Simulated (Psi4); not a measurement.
# Single-point calculation, with input and output: GaHCl2 (charge +1)

GaHCl2, charge +1, multiplicity 2, computed with DSD-PBEP86/cc-pVDZ, UKS (Psi4 1.11).

The geometry is that of the parent species in another charge or spin state. The geometry comes from this level: PBE0-D4/def2-TZVP.

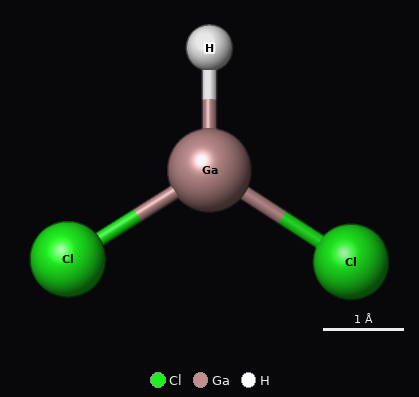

The structure (ball-and-stick view, seen on its broad side). Sticks mark near contacts. Bond lengths as drawn: Cl–Ga 2.13 Å and Ga–H 1.54 Å.

### Results in brief

- outcome: converged
- total energy: −2843.949365 hartree
- SCF energy: −2843.768806 hartree
- basis functions: 68
- ⟨S²⟩: 0.783
- hardware: 1 thread of Intel Xeon @ 2.50GHz (Skylake/Cascade Lake), 192 GiB of memory available, shared host
- wall time: 76 s
- peak memory: 0.91 GiB

### Input (cl2gah_ase.py)
```python
import numpy as np
from ase.calculators.psi4 import Psi4
from ase import Atoms

mol = Atoms(['Cl', 'Ga', 'Cl', 'H'], positions=[
    [-1.941100, -0.099200, -0.563400],
    [0.104300, 0.143900, -0.029400],
    [1.031000, -1.579900, 0.805800],
    [0.861300, 1.474900, -0.233300],
])
calc = Psi4(atoms=mol, method='dsd-pbep86', basis='cc-pVDZ', memory='1600MB', num_threads=1, charge=1, multiplicity=2, label='psi4-calc', reference='uks')
calc.psi4.set_options({'puream': True, 'e_convergence': 1e-09, 'd_convergence': 1e-08, 'scf_type': 'pk', 'dft_radial_points': 99, 'dft_spherical_points': 590, 'num_frozen_docc': 19, 'maxiter': 200})
mol.calc = calc

print(f'energy: {mol.get_potential_energy():.6f} eV')
```

Launch command:
```bash
python cl2gah_ase.py
```

### The program's output
```
=> Loading Basis Set <=

    Name: CC-PVDZ
    Role: ORBITAL
    Keyword: BASIS

         ---------------------------------------------------------
                                   SCF
                              UKS Reference
                        1 Threads,   1525 MiB Core
         ---------------------------------------------------------

  ==> Geometry <==

    Molecular point group: c1
    Full point group: C1

    Geometry (in Angstrom), charge = 1, multiplicity = 2:

       Center              X                  Y                   Z               Mass
    ------------   -----------------  -----------------  -----------------  -----------------
         CL          -1.771170864192     0.239049774641    -0.607833140771    34.968852682000
         GA           0.274229135808     0.482149774641    -0.073833140771    68.925573500000
         CL           1.200929135808    -1.241650225359     0.761366859229    34.968852682000
         H            1.031229135808     1.813149774641    -0.277733140771     1.007825032230

  Running in c1 symmetry.

  Rotational constants: A =      0.33907  B =      0.07474  C =      0.06124 [cm^-1]
  Rotational constants: A =  10164.92204  B =   2240.56354  C =   1835.89377 [MHz]
  Nuclear repulsion =  320.883756287672384

  Charge       = 1
  Multiplicity = 2
  Electrons    = 65
  Nalpha       = 33
  Nbeta        = 32

  ==> Algorithm <==

  SCF Algorithm Type is PK.
  DIIS enabled.
  MOM disabled.
  Fractional occupation disabled.
  Guess Type is SAD.
  Energy threshold   = 1.00e-09
  Density threshold  = 1.00e-08
  Integral threshold = 1.00e-12

  ==> Primary Basis <==

  Basis Set: CC-PVDZ
    Blend: CC-PVDZ
    Number of shells: 30
    Number of basis functions: 68
    Number of Cartesian functions: 72
    Spherical Harmonics?: true
    Max angular momentum: 2

  ==> DFT Potential <==

   => LibXC <=

    Version 7.1.2

   => Composite Functional: DSD-PBEP86 <=

    DSD-PBEP86 SCS Double Hybrid XC Functional (not dispersion corrected)

    Deriv               =              1
    GGA                 =           TRUE
    Meta                =          FALSE

    Exchange Hybrid     =           TRUE
    MP2 Hybrid          =           TRUE

   => Exchange Functionals <=

    0.2800     XC_GGA_X_PBE

   => Exact (HF) Exchange <=

    0.7200               HF

   => Correlation Functionals <=

    0.4400     XC_GGA_C_P86

   => MP2 Correlation <=

    MP2 SCS Hybrid      =           TRUE
    MP2 OS Alpha        =       0.510000
    MP2 SS Alpha        =       0.360000

   => LibXC Density Thresholds  <==

    XC_GGA_C_P86:  1.00E-15
    XC_GGA_X_PBE:  1.00E-15

   => Molecular Quadrature <=

    Radial Scheme          =       TREUTLER
    Pruning Scheme         =           NONE
    Nuclear Scheme         =       TREUTLER

    Blocking Scheme        =         OCTREE
    BS radius alpha        =              1
    Pruning alpha          =              1
    Radial Points          =             99
    Spherical Points       =            590
    Total Points           =         220566
    Total Blocks           =           1697
    Max Points             =            256
    Max Functions          =             68
    Weights Tolerance      =       1.00E-15

  ==> Integral Setup <==

  Using in-core PK algorithm.
   Calculation information:
      Number of atoms:                   4
      Number of AO shells:              30
      Number of primitives:            195
      Number of atomic orbitals:        72
      Number of basis functions:        68

      Integral cutoff                 1.00e-12
      Number of threads:                 1

  Performing in-core PK
  Using 5506062 doubles for integral storage.
  We computed 104948 shell quartets total.
  Whereas there are 108345 unique shell quartets.

  ==> DiskJK: Disk-Based J/K Matrices <==

    J tasked:                  Yes
    K tasked:                  Yes
    wK tasked:                  No
    Memory [MiB]:              753
    Schwarz Cutoff:          1E-12

  Cached 100.0% of DFT collocation blocks in 0.381 [GiB].

  Minimum eigenvalue in the overlap matrix is 2.4577695679E-02.
  Reciprocal condition number of the overlap matrix is 7.5957817159E-03.
    Using symmetric orthogonalization.

  ==> Pre-Iterations <==

  SCF Guess: Superposition of Atomic Densities via on-the-fly atomic UHF (no occupation information).

   -------------------------
    Irrep   Nso     Nmo
   -------------------------
     A         68      68
   -------------------------
    Total      68      68
   -------------------------

  ==> Iterations <==

                        Total Energy        Delta E     RMS |[F,P]|

   @UKS iter SAD: -2839.91716228614087   -2.83992e+03   0.00000e+00
   @UKS iter   1: -2843.08786550937293   -3.17070e+00   1.58238e-02 ADIIS/DIIS
   @UKS iter   2: -2843.33024901414819   -2.42384e-01   1.23177e-02 ADIIS/DIIS
   @UKS iter   3: -2843.72429573938325   -3.94047e-01   3.29438e-03 ADIIS/DIIS
   @UKS iter   4: -2843.76456610485548   -4.02704e-02   7.39747e-04 ADIIS/DIIS
   @UKS iter   5: -2843.76793609194692   -3.36999e-03   2.39955e-04 ADIIS/DIIS
   @UKS iter   6: -2843.76849135396969   -5.55262e-04   1.08576e-04 ADIIS/DIIS
   @UKS iter   7: -2843.76869730561521   -2.05952e-04   5.11752e-05 DIIS
   @UKS iter   8: -2843.76876303331301   -6.57277e-05   3.27220e-05 DIIS
   @UKS iter   9: -2843.76878981449499   -2.67812e-05   2.09793e-05 DIIS
   @UKS iter  10: -2843.76880183564572   -1.20212e-05   1.08765e-05 DIIS
   @UKS iter  11: -2843.76880643822733   -4.60258e-06   6.85151e-06 DIIS
   @UKS iter  12: -2843.76880776622738   -1.32800e-06   6.00457e-06 DIIS
   @UKS iter  13: -2843.76880846382983   -6.97602e-07   6.56804e-06 DIIS
   @UKS iter  14: -2843.76880845073356    1.30963e-08   6.55596e-06 DIIS
   @UKS iter  15: -2843.76880770884600    7.41888e-07   5.55416e-06 DIIS
   @UKS iter  16: -2843.76880613216053    1.57669e-06   1.88433e-06 DIIS
   @UKS iter  17: -2843.76880598169737    1.50463e-07   3.75378e-07 DIIS
   @UKS iter  18: -2843.76880598230127   -6.03904e-10   8.27945e-08 DIIS
   @UKS iter  19: -2843.76880598227217    2.91038e-11   3.87903e-08 DIIS
   @UKS iter  20: -2843.76880598225853    1.36424e-11   1.89635e-08 DIIS
   @UKS iter  21: -2843.76880598224670    1.18234e-11   6.74164e-09 DIIS
  Energy and wave function converged.

  ==> Post-Iterations <==

   Electrons on quadrature grid:
      Nalpha   =   32.9999995247 ; deviation = -4.753e-07
      Nbeta    =   31.9999995933 ; deviation = -4.067e-07
      Ntotal   =   64.9999991180 ; deviation = -8.820e-07

   @Spin Contamination Metric:   3.280670758E-02
   @S^2 Expected:                7.500000000E-01
   @S^2 Observed:                7.828067076E-01
   @S   Expected:                5.000000000E-01
   @S   Observed:                5.000000000E-01

    Orbital Energies [Eh]
    ---------------------

    Alpha Occupied:

       1A   -376.976091     2A   -103.968905     3A   -103.968879
       4A    -47.724658     5A    -42.195606     6A    -42.193494
       7A    -42.192310     8A    -10.468311     9A    -10.468282
      10A     -8.041331    11A     -8.041303    12A     -8.028118
      13A     -8.028092    14A     -8.025753    15A     -8.025727
      16A     -6.407042    17A     -4.565332    18A     -4.563223
      19A     -4.558766    20A     -1.395119    21A     -1.394076
      22A     -1.386497    23A     -1.381695    24A     -1.381183
      25A     -1.284832    26A     -1.267703    27A     -0.826075
      28A     -0.741870    29A     -0.734558    30A     -0.716209
      31A     -0.700124    32A     -0.685016    33A     -0.646825

    Alpha Virtual:

      34A     -0.195607    35A     -0.171836    36A     -0.093239
      37A     -0.017476    38A      0.013446    39A      0.069133
      40A      0.091194    41A      0.093575    42A      0.169182
      43A      0.175876    44A      0.224318    45A      0.229497
      46A      0.259460    47A      0.435431    48A      0.464734
      49A      0.480648    50A      0.501434    51A      0.532042
      52A      0.565344    53A      0.597485    54A      0.603448
      55A      0.607094    56A      0.612551    57A      0.656821
      58A      0.674135    59A      0.682051    60A      0.708679
      61A      0.736588    62A      0.783711    63A      1.001572
      64A      1.118996    65A      1.129335    66A      1.374287
      67A      1.479908    68A      1.774791

    Beta Occupied:

       1A   -376.976306     2A   -103.962900     3A   -103.962874
       4A    -47.724729     5A    -42.195671     6A    -42.193497
       7A    -42.192379     8A    -10.462253     9A    -10.462218
      10A     -8.025362    11A     -8.025336    12A     -8.022304
      13A     -8.022279    14A     -8.016520    15A     -8.016496
      16A     -6.407411    17A     -4.565560    18A     -4.562973
      19A     -4.559241    20A     -1.393550    21A     -1.388989
      22A     -1.386649    23A     -1.382601    24A     -1.381672
      25A     -1.237041    26A     -1.214915    27A     -0.810372
      28A     -0.721904    29A     -0.688091    30A     -0.671265
      31A     -0.658642    32A     -0.591573

    Beta Virtual:

      33A     -0.432663    34A     -0.196957    35A     -0.161173
      36A     -0.088926    37A     -0.009111    38A      0.015306
      39A      0.069644    40A      0.089316    41A      0.099001
      42A      0.168780    43A      0.176340    44A      0.229962
      45A      0.242297    46A      0.263172    47A      0.462508
      48A      0.470588    49A      0.508153    50A      0.508399
      51A      0.549243    52A      0.594533    53A      0.634936
      54A      0.643291    55A      0.644781    56A      0.656996
      57A      0.677875    58A      0.683533    59A      0.705456
      60A      0.731479    61A      0.752244    62A      0.788268
      63A      1.019899    64A      1.134833    65A      1.140940
      66A      1.373486    67A      1.480790    68A      1.774414

    Final Occupation by Irrep:
              A
    DOCC [    32 ]
    SOCC [     1 ]
    NA   [    33 ]
    NB   [    32 ]

  @UKS Final Energy: -2843.76880598224670

   => Energetics <=

    Nuclear Repulsion Energy =            320.8837562876723837
    One-Electron Energy =               -4578.1597646256104781
    Two-Electron Energy =                1450.8088651217867664
    DFT Exchange-Correlation Energy =     -37.3016627660956175
    Empirical Dispersion Energy =           0.0000000000000000
    VV10 Nonlocal Energy =                  0.0000000000000000
    Total Energy =                      -2843.7688059822467039

  UHF NO Occupations:
  HONO-2 :   31  A 1.9992424
  HONO-1 :   32  A 1.9851996
  HONO-0 :   33  A 1.0000000
  LUNO+0 :   34  A 0.0148004
  LUNO+1 :   35  A 0.0007576
  LUNO+2 :   36  A 0.0007027
  LUNO+3 :   37  A 0.0001301

Computation Completed

Properties will be evaluated at   0.000000,   0.000000,   0.000000 [a0]

Properties computed using the SCF density matrix

 Multipole Moments:

 ------------------------------------------------------------------------------------
     Multipole            Electronic (a.u.)      Nuclear  (a.u.)        Total (a.u.)
 ------------------------------------------------------------------------------------

 L = 1.  Multiply by 2.5417464519 to convert [e a0] to [Debye]
 Dipole X            :          0.4382052           -0.3057143            0.1324909
 Dipole Y            :          0.7699324           -0.5374662            0.2324662
 Dipole Z            :         -0.1177163            0.0822271           -0.0354892
 Magnitude           :                                                    0.2699146

 ------------------------------------------------------------------------------------

	total time  =         72 seconds =       1.20 minutes

   => Loading Basis Set <=

    Name: (CC-PVDZ AUX)
    Role: RIFIT
    Keyword: DF_BASIS_MP2

	 --------------------------------------------------------
	                          DF-MP2
	      2nd-Order Density-Fitted Moller-Plesset Theory
	              UMP2 Wavefunction,   1 Threads

	 --------------------------------------------------------

	 --------------------------------------------------------
	                 NBF =    68, NAUX =   280
	 --------------------------------------------------------
	   CLASS    FOCC     OCC    AOCC    AVIR     VIR    FVIR
	   ALPHA      19      33      14      35      35       0
	    BETA      19      32      13      36      36       0
	 --------------------------------------------------------

	-----------------------------------------------------------
	 ==================> DF-MP2 Energies <====================
	-----------------------------------------------------------
	 Reference Energy          =   -2843.7688059822467039 [Eh]
	 Singles Energy            =      -0.0000000000000000 [Eh]
	 Same-Spin Energy          =      -0.1038793259881157 [Eh]
	 Opposite-Spin Energy      =      -0.2807114886359964 [Eh]
	 Correlation Energy        =      -0.3845908146241120 [Eh]
	 Total Energy              =   -2844.1533967968707657 [Eh]
	-----------------------------------------------------------
	 ================> DF-SCS-MP2 Energies <==================
	-----------------------------------------------------------
	 SCS Same-Spin Scale       =       0.3600000000000000 [-]
	 SCS Opposite-Spin Scale   =       0.5100000000000000 [-]
	 SCS Same-Spin Energy      =      -0.0373965573557216 [Eh]
	 SCS Opposite-Spin Energy  =      -0.1431628592043581 [Eh]
	 SCS Correlation Energy    =      -0.3714802283592342 [Eh]
	 SCS Total Energy          =   -2844.1402862106060638 [Eh]
	-----------------------------------------------------------

    DSD-PBEP86 Energy Summary
    -------------------------
    DFT Reference Energy                  = -2843.7688059822467039
    Scaled MP2 Correlation                =    -0.1805594165600798
    @Final double-hybrid DFT total energy = -2843.9493653988070037

	total time  =          1 seconds =       0.02 minutes
```

### Standard output
```
energy: -77387.804016 eV
```
